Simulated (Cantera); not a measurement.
Charge: 1 mol FeS, 1.4 mol O2, 2.1 mol N2, at 1130 Torr.

These are equilibrium values from Cantera (NASA tables, ideal gas, pure condensed phases), not measurements of a reactor. Candidate condensed phases: Fe, FeO, FeS, FeSO4, FeS2, Fe2O3, Fe2(SO4)3, Fe3O4, S; 19 gas species. Mutual solubility and eutectic melting of coexisting phases are not modelled. The tables' stoichiometric FeO is somewhat more stable than real wüstite, so its field is too wide. FeO, FeS: taken at fixed stoichiometry. Gases not in the tables: S3 to S7. The numbers say what is thermodynamically allowed, not how fast it happens.

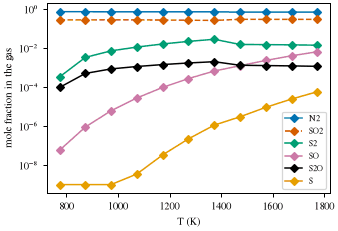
Equilibrium gas composition (values under 1e-9 drawn at 1e-9)

From 773 K to 873 K the condensed part is FeS2(s) + Fe3O4(s). From 973 K to 1373 K the condensed part is FeS(s) + Fe3O4(s). From 1473 K to 1573 K the condensed part is FeO(s). From 1673 K to 1773 K the condensed part is FeO(l).
